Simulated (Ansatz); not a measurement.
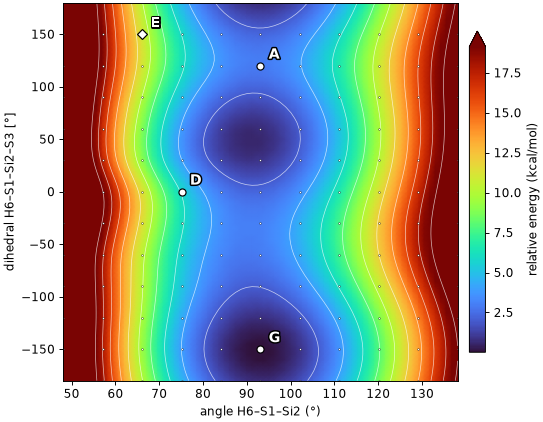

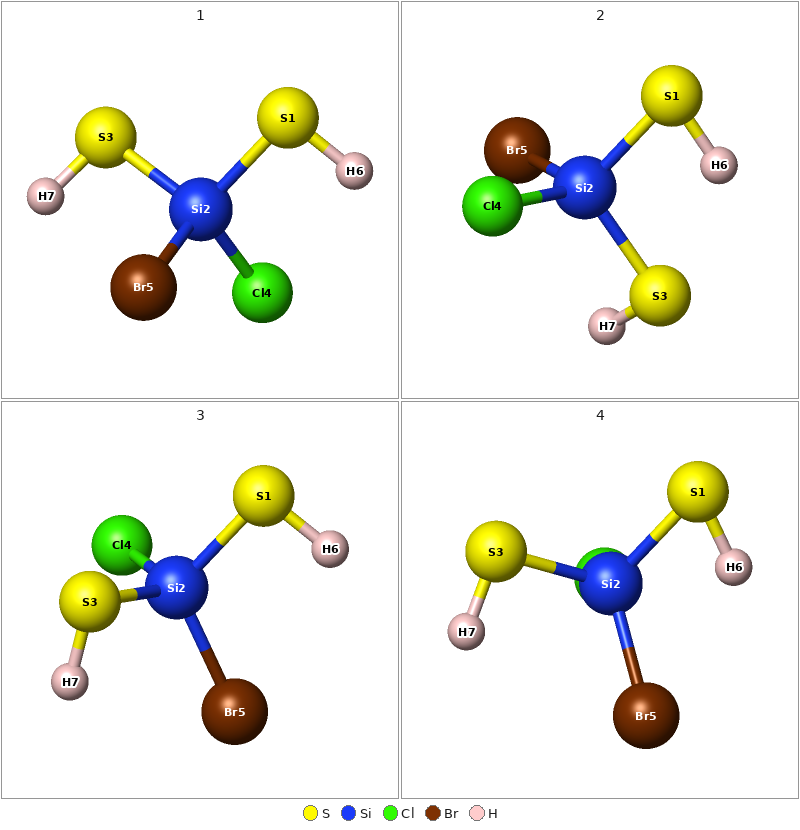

BrClH₂S₂Si, SMILES S[Si](S)(Cl)Br. First axis: angle H6–S1–Si2. Second axis: dihedral H6–S1–Si2–S3. Nothing is relaxed (all other coordinates rigid). The scan uses an 11 × 12 grid. Energies are in kcal/mol, from the relaxed molecule at the same level. All numbers below come from RKS PBE-D4/def2-SVP (Ansatz 0.2.0).

Drawn: a smooth colour map with a few white contour lines, dots at the grid points, one colour for all values above the top of the scale, lettered points. Between grid points the surface is interpolated. The numbered pictures are the structures at these points, in random order.

Q: Which structure belongs to which point?

A: A is structure 3: angle H6–S1–Si2 = 93°, dihedral H6–S1–Si2–S3 = 120°, 2.9 kcal/mol; D is structure 2: angle H6–S1–Si2 = 75°, dihedral H6–S1–Si2–S3 = 0°, 5.9 kcal/mol; E is structure 4: angle H6–S1–Si2 = 66°, dihedral H6–S1–Si2–S3 = 150°, 11.0 kcal/mol; G is structure 1: angle H6–S1–Si2 = 93°, dihedral H6–S1–Si2–S3 = −150°, 0.0 kcal/mol.
